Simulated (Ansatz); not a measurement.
# Decaying states in the gap of Sr2ZrSe4, part 3 of 3

Aim: relax a made-up compound, Sr2ZrSe4, and see how good a tunnel barrier it would be. It is built by putting Se for O, Zr for Hf in the Sr2HfO4 structure of space group I4/mmm, with the volume rescaled by atomic radii. The parent structure comes from the Materials Project.

Ansatz 0.2.0; r2SCAN DFT, plane waves, PAW files (the session's first sound run).

So far, gap on the k-mesh (eV): step 3 (band edges) 0.309; step 4 (complex bands, plane (001), k-mesh 6×6×6) 0.308.

The structure was built from a prototype and need not be the compound's stable phase.

**7. A check of the settings: scf.n_extra_bands = 16 and accuracy = "medium"**

This step: r2SCAN DFT, plane waves, PAW files; complex bands by layer matching along the plane's normal; changed: scf.n_extra_bands = 16, accuracy = "medium" (Ansatz 0.2.0).

This run repeats an earlier one, its twin (the complex run, plane (001)), with two settings changed (scf.n_extra_bands, accuracy; files written aside). It is meant to test whether the numerical route changes the result or only the time and how the run responds. Where the input is shown as a difference, that is against the step before, not the twin.

Contents of input.yaml:

```yaml
crystal:
  lattice:
    - [5.157351807, 0.0, 0.0]
    - [0.0, 5.157351807, 0.0]
    - [2.578675904, 2.578675904, 7.873169158]
  atoms:
    - { symbol: Sr, position: [0.3602346282, 0.3602346282, 0.2795307436] }
    - { symbol: Sr, position: [0.6397653718, 0.6397653718, 0.7204692564] }
    - { symbol: Zr, position: [0.0, 0.0, 0.0] }
    - { symbol: Se, position: [0.0, 0.5, 0.0] }
    - { symbol: Se, position: [0.5, 0.0, 0.0] }
    - { symbol: Se, position: [0.1704703506, 0.1704703506, 0.6590592988] }
    - { symbol: Se, position: [0.8295296494, 0.8295296494, 0.3409407012] }
kpoints:
  mp_grid: { grid: [6, 6, 6] }
scf:
  occupations: { method: fixed }
  n_extra_bands: 16
hamiltonian:
  xc: r2scan
output:
  eigenvalues: true
  transmission:
    leads: [[0, 0]]
    kpoints: [[0.0, 0.0], [-0.5, -0.5], [0.5, 0.0]]
    e_range: [-1.0, 1.31]
    de: 0.05
accuracy: medium
```

On the command line:

```
> ansatz run input.yaml --threads 2 --pin off --max-ram 4096MiB --backend cpu --events-out ev --progress --plain --runs-dir out
```

Numbers of over 12 decimals in the logs are rounded to 6 here.

The log of the run:

```text
[...]
Crystal: 7 atoms, lattice volume = 209.413 Å³
Basis set: ecut = 500 eV, 5325 PW (Γ), exchange–correlation on 160×160×256 points (64 copies of the dense FFT grid, shifted against one another)
Bands: 64, of which v1, the nominal top of the filled ones, is band 48 counted from 1 (47 counted from 0)
Symmetry: 16 space group operations
[...]
k-points: 30 of 216
[...]
SCF iter   1: F=—  HF=-33230.880257 eV  |F-HF|=—  |Δ(HF+E_count)|=         —  Δρ=7.39e-3  dr2=3.20e-1  dr2_τ=4.24e-2  ethr=1.77e-3  ⟨swp⟩=5.0  Hψ=6406  notcnv=0  defer=363
[...]
SCF iter   8: F=-33230.936489 eV  HF=-33230.936489 eV  |F-HF|=1.51e-8  |Δ(HF+E_count)|=   4.31e-8  Δρ=2.98e-6  dr2=2.99e-8  dr2_τ=2.62e-9  ethr=1.04e-10  ⟨swp⟩=13.5  Hψ=10851  notcnv=0
SCF 1 converged in 8 iterations: F = -33230.936489 eV  dr2 = 2.99e-8
[...]
transmission: 15 of 45 steps passed
transmission: 30 of 45 steps passed
transmission: 45 of 45 steps passed
SCF converged after 8 iterations
Free energy (F): -33230.936489 eV
[...]
Internal energy: -33230.936489 eV  (E = F + TS)
E sigma→0 (E₀):  -33230.936489 eV
Fermi energy:    7.218888 eV
[...]
--- Band table (eV; the first three rows and the last of 30) ---
  k-point 0: bands = [... 44 lower, 6.0047, 6.7291, 6.8833, 6.8833, 7.5270, 8.5881, 8.5881, 9.6041, ... 12 higher]
  k-point 1: bands = [... 44 lower, 5.9840, 6.4993, 6.7611, 6.7611, 7.5284, 8.7618, 8.7618, 9.5894, ... 12 higher]
  k-point 2: bands = [... 44 lower, 5.8974, 6.0637, 6.5705, 6.5705, 7.5312, 9.0740, 9.0740, 9.5559, ... 12 higher]
  k-point 29: bands = [... 44 lower, 5.7055, 6.6546, 6.7884, 7.0556, 10.1659, 10.2036, 10.2792, 10.8888, ... 12 higher]
--- Transmission ---
  basis      : 277 plane waves across, 15 finite elements along
  points     : 3, as listed
[...]
crystal 0  : Se4Sr2Zr1, at the sites [0, 0], period 7.8732 Å: whole cells are its period
[...]
channels       : 0.000000e0 a spin
[...]
slowest decay  : 0.1209 /Å at (-0.5000, -0.5000)
```

Wall time 58 s (2 threads of AMD EPYC 9R45, shared host); peak memory 1.4 GiB; 91 s of CPU time.

This step gave:

| Item | Value |
| --- | --- |
| level to which the leads are filled | 0.1540 eV from the Fermi level |

K parallel (0, 0); values up to 1.5 1/Å, a degenerate pair printed once or twice; energies at which all values exceed this have no row. Im kz of the slowest decaying states against energy, zero at the highest filled level on the SCF mesh:

```tsv
energy (eV)	decay 1 (Å⁻¹)	decay 2 (Å⁻¹)	decay 3 (Å⁻¹)	decay 4 (Å⁻¹)
-1.0000	0.305	0.380	0.552	0.694
-0.7500	0.0857	0.379	0.465	0.560
-0.5000	0.377	0.533	0.560	0.656
-0.2500	0.0961	0.119	0.374	0.556
0.0000	0.158	0.164	0.369	0.548
0.2500	0.182	0.189	0.363	0.484
0.5000	0.194	0.196	0.355	0.521
0.7500	0.184	0.203	0.346	0.502
1.0000	0.157	0.205	0.335	0.480
1.2500	0.0978	0.203	0.322	0.454
```

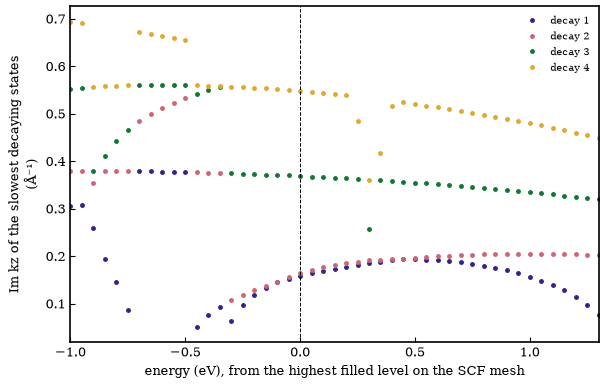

Im kz of the slowest decaying states against energy.

K parallel (-0.5, -0.5); values up to 1.5 1/Å, a degenerate pair printed once or twice; energies at which all values exceed this have no row. Table of Im kz of the slowest decaying states by energy, zero at the highest filled level on the SCF mesh:

```tsv
energy (eV)	decay 1 (Å⁻¹)	decay 2 (Å⁻¹)	decay 3 (Å⁻¹)	decay 4 (Å⁻¹)
-1.000	0.0157	0.316	0.983	1.04
-0.800	0.335	0.962	1.03	1.09
-0.600	0.351	0.941	1.01	1.03
-0.400	0.363	0.905	0.919	0.998
-0.200	0.373	0.896	0.981	1.02
0.000	0.00191	0.382	0.872	0.964
0.200	0.138	0.389	0.847	0.946
0.400	0.189	0.395	0.821	0.927
0.600	0.225	0.400	0.793	0.908
0.800	0.251	0.405	0.763	0.887
1.000	0.272	0.409	0.730	0.866
1.200	0.289	0.415	0.694	0.843
```

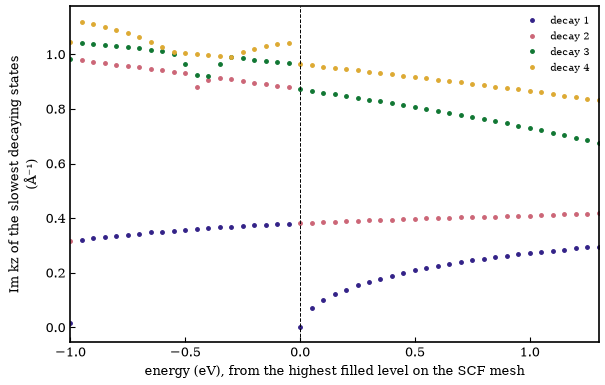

Im kz of the slowest decaying states against energy.

K parallel (0.5, 0); values up to 1.5 1/Å, a degenerate pair printed once or twice; energies at which all values exceed this have no row. The Im kz of the slowest decaying states by energy, zero at the highest filled level on the SCF mesh:

```tsv
energy (eV)	decay 1 (Å⁻¹)	decay 2 (Å⁻¹)	decay 3 (Å⁻¹)	decay 4 (Å⁻¹)
-1.0000	0.350	0.646	0.896	1.16
-0.7500	0.0899	0.235	0.642	0.881
-0.5000	0.376	0.635	0.864	1.11
-0.2500	0.171	0.414	0.626	0.847
0.0000	0.253	0.432	0.617	0.827
0.2500	0.304	0.440	0.608	0.807
0.5000	0.341	0.441	0.602	0.784
0.7500	0.367	0.435	0.600	0.759
1.0000	0.386	0.423	0.605	0.732
1.2500	0.399	0.402	0.622	0.702
```

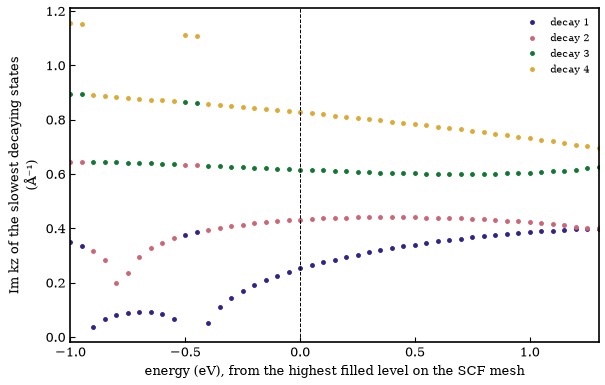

Im kz of the slowest decaying states against energy.

The energy agrees with the twin's within 2e-6 eV and the result to the printed digits, after as many cycles: the change makes no difference here.

**8. Results**

```
band gap                                         : 0.309 eV
least decay constant at mid-gap, normal to (001) : 0.121 Å⁻¹
least decay constant on a mesh, normal to (001)  : 0.121 Å⁻¹
```

With r2SCAN, the slowest decay at the wavevectors tried is κ = 0.121 Å⁻¹, normal to (001). Through such a film the transmission near mid-gap falls as exp(−2κd), a factor of ten every 9.5 Å. A free electron under a barrier of half the gap would need a mass of 0.36 mₑ to decay at this rate. The slowest decay isn't at the zone centre. The compound is made up by substitution; its stability against other phases and against distortions of the cell's symmetry was not tested. r2SCAN still narrows gaps, if less than LDA and GGA do, so real decay constants are likely larger.

[Logs are printed without paths, hosts, clocks, repeated set-up lines and the standing remarks that a program may print on its own settings, such as how far it seeks lower states.]

[Hosts, paths, dates, database ids (printed as entryN), source tags and the programs' standing remarks are cut or masked in the printed files.]

[New means built here by substitution; the compound itself may be known and measured.]
